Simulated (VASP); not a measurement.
Band structure of InSb (zinc blende). Method: RPBE GGA, VASP's PBE PAW potentials (set 64) (plane waves; VASP).

Unless said otherwise, spin-orbit coupling is left out, though it shifts the bands of the heavy elements here.

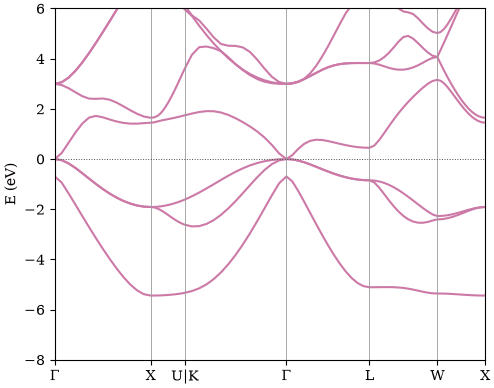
Figure: Bands along high-symmetry lines, zero at the valence-band maximum or, without a gap, the Fermi level

Read the plot: is there a gap, and where are the band edges?

It has no gap at this level: it comes out as a metal or semimetal. (Edges off the drawn lines would not show.)

The compound is InSb in the zinc blende structure. It was relaxed first, which changed the volume by +11 %.
